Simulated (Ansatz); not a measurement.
## SiN$_{2}$H$_{4}$Cl$_{2}$: single-point calculation

The run: single-point calculation of SiN$_{2}$H$_{4}$Cl$_{2}$. Method and program: RKS PBE0-D4/def2-TZVPP (Ansatz 0.2.0).

The geometry comes from this level: PBE0-D4/def2-TZVP.

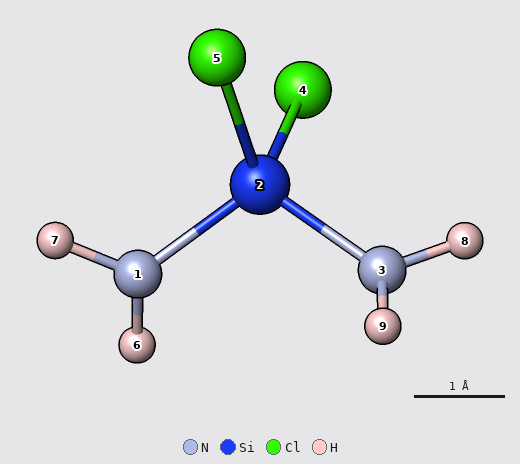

The structure as given in the input (ball-and-stick view, seen at a tilt; atoms are numbered from 1 in the order of the input). Bond lengths as drawn: Cl–Si 2.06 Å, H–N 1.01 Å and N–Si 1.69 Å.

### The input
```yaml
crystal:
  periodic: [false, false, false]
  atoms:
    - {symbol: N, position_ang: [0.003289, 1.371336, -0.521466]}
    - {symbol: Si, position_ang: [-0.064353, -0.306402, -0.338012]}
    - {symbol: N, position_ang: [0.186371, -0.691654, 1.287340]}
    - {symbol: Cl, position_ang: [-1.844165, -1.215706, -0.820861]}
    - {symbol: Cl, position_ang: [1.312172, -1.033870, -1.680998]}
    - {symbol: H, position_ang: [-0.582563, 1.963608, 0.044631]}
    - {symbol: H, position_ang: [0.215450, 1.780145, -1.416098]}
    - {symbol: H, position_ang: [-0.140628, -1.566288, 1.662287]}
    - {symbol: H, position_ang: [1.002926, -0.347369, 1.766076]}
basis:
  gaussian: {orbitals: def2-TZVPP}
hamiltonian: {xc: pbe0, dispersion: d4}
output: {orbitals: {seedname: orbitals}}
```

Machine: 4 threads of Intel Xeon @ 2.50GHz, 180 GiB of memory available, shared host.

Launch command:
```bash
ansatz run in.yaml --threads 4 --pin off --events-out ev --progress --plain --max-ram 10444MiB
```

### The program's output
```
Functional definition: PBE0
  name "PBE0"
  cite "Adamo & Barone, J. Chem. Phys. 110, 6158 (1999) doi:10.1063/1.478522"
  cite "Perdew, Burke & Ernzerhof, Phys. Rev. Lett. 77, 3865 (1996) doi:10.1103/PhysRevLett.77.3865"
  parent pbe
  parameter a = 0.25
  parameter kappa = 0.804
  parameter beta = 0.06672455060314922
  exchange = (1 - a)*pbe_x(kappa = kappa, mu = beta*pi^2/3) + a*exact_x
  correlation = pbe_c(beta = beta)
1487 factors; their error is unknown
mean field evaluation 1: about -35949.4699 eV, gradient 7.9e1 eV
mean field evaluation 2: about -35936.6266 eV, gradient 1.1e2 eV
mean field evaluation 4: about -35960.6083 eV, gradient 4.1e0 eV
mean field evaluation 8: about -35960.7254 eV, gradient 2.2e-1 eV
mean field -35960.72540663 eV, -1321.5322836385 hartree, gradient 6.0e-5 eV, S^2 0.000000; 0 other end points of the search recorded, 0 dependent functions left out
reference -35960.72543663 eV, -1321.5322847409 hartree; 33, 33 occupied and 211, 211 virtual orbitals, 1487 factors
Total energy: -35960.95995892 eV, -1321.5409032761 hartree
```

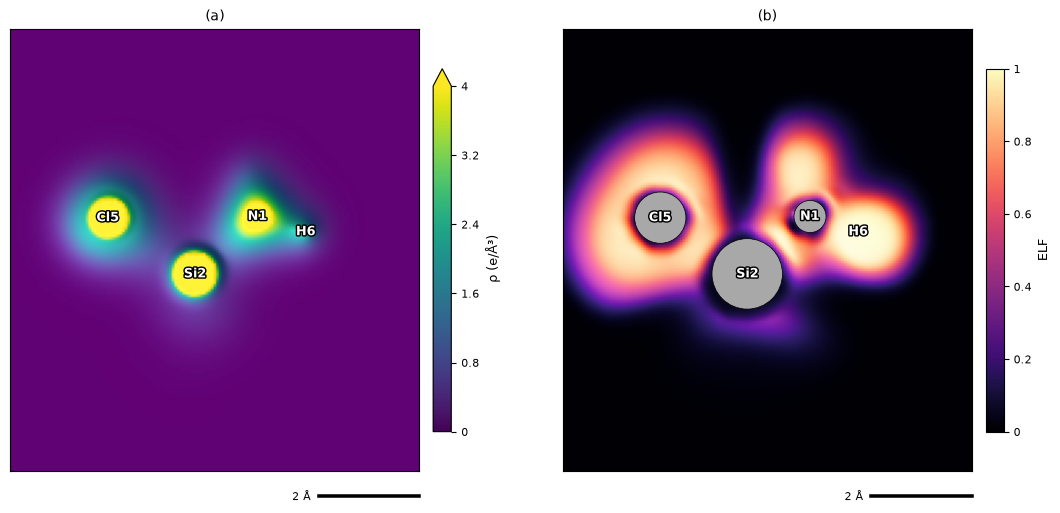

(a) total electron density; (b) electron localisation function on the plane of atoms Si2, N1 and H6. Grey discs, where drawn, cover atomic cores. The section cuts through N, Si, Cl and H sites. N–H (1.01 Å): ρ is about 2.9 e/Å³ halfway, with its minimum of 2.3 e/Å³ about 0.8 Å from N; the ELF climbs to about 1 towards the hydrogen, as it does in any bond to H; a covalent bond by its length.

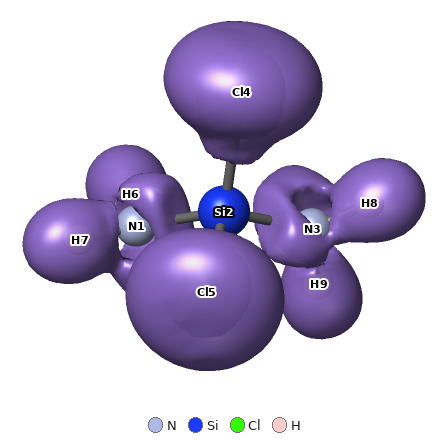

Isosurface of the electron localisation function at 0.8 (purple), seen from the side. Only the valence region is drawn (cores and ρ < 0.01 e/Å³ removed). Values along the shortest contacts: Si–N (1.69 Å): the ELF peaks at about 0.95 between the atoms (a polar covalent bond).

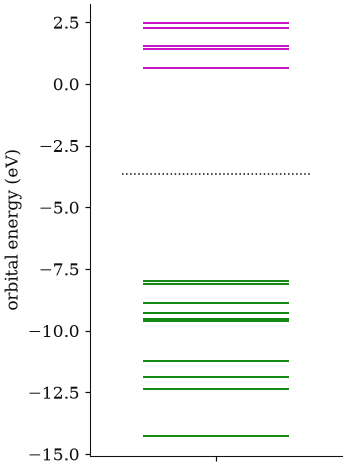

Orbital energies near the frontier; the dotted line parts filled from empty levels, and levels within 0.02 eV of each other stand side by side. Highest filled −7.99 eV, lowest empty 0.65 eV, 8.64 eV apart.

### Key numbers

- outcome: converged
- total energy: −35960.9600 eV
- mean-field energy: −35960.7254 eV
- dispersion energy: −0.2345 eV
- SCF solution under orbital rotations: stable
- HOMO: −7.99 eV
- LUMO: 0.65 eV
- wall time: 14 s (CPU time 22 s)
- peak memory: 0.71 GiB
